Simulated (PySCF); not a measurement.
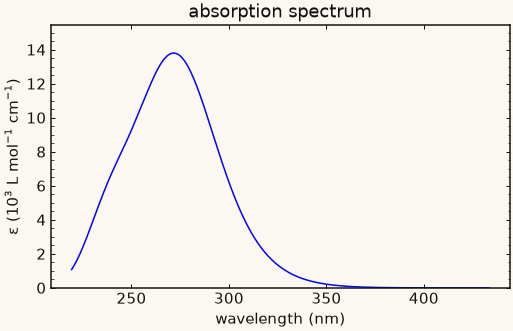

Computed absorption of C₈H₇PS, SMILES C#Cc1pcccc1SC. Vertical TDDFT excitations, CAM-B3LYP/def2-SVPD (IEF-PCM cyclohexane), PySCF 2.14.0, at a PBE0-D3(BJ)/def2-SVP geometry (no frequency check). Only the first 6 singlet excitations are included; each is broadened by a Gaussian of 1/e half-width 0.40 eV.

### Where is the lowest singlet, and is it bright?

S1 lies at 4.06 eV (305 nm) with f = 0.021, mainly HOMO → LUMO (76 %); it is weak.

### Which of the computed transitions is the brightest, and what character does the calculation give it?

S3 at 4.51 eV (275 nm), f = 0.163, mixed, the largest part being HOMO−1 → LUMO (33 %).

### List the transitions behind the spectrum.

```
state  E (eV)  λ (nm)      f        main character
   S1    4.06     305  0.021    HOMO → LUMO (76 %)
   S2    4.37     284  0.068  HOMO−1 → LUMO (57 %)
   S3    4.51     275  0.163  HOMO−1 → LUMO (33 %)
   S4    4.64     267  0.085  HOMO−2 → LUMO (29 %)
   S5    4.79     259  0.037  HOMO−3 → LUMO (68 %)
   S6    5.15     241  0.124  HOMO−4 → LUMO (55 %)
```

Note: one conformer of a flexible molecule; core orbitals are frozen in the response.
